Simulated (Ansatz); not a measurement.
**A computed series for ZrO2: pressure series**

Consider ZrO₂ (space group Pca2_1, No. 29; a = 5.257 Å, b = 5.050 Å, c = 5.070 Å).

Cell and atoms are relaxed at each pressure.

Level of theory: PBEsol in Ansatz (plane waves to 420 eV, PAW, without spin-orbit coupling).

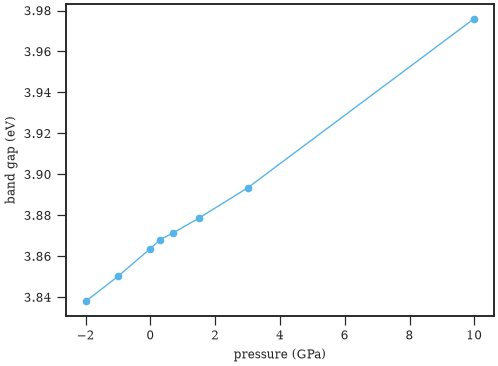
Fig. 1. Band gap against pressure

```csv
pressure (GPa),band gap
-2,3.84 eV
-1,3.85 eV
0.3,3.87 eV
0.7,3.87 eV
1.5,3.88 eV
3,3.89 eV
10,3.98 eV
```

Load acts through the strain it causes; cell and atoms are relaxed under it. Whether these cells are dynamically stable was not tested. No other phases were tried under pressure. This is not the structure that ZrO2 has at room temperature and ambient pressure.

Ansatz is an electronic-structure program.
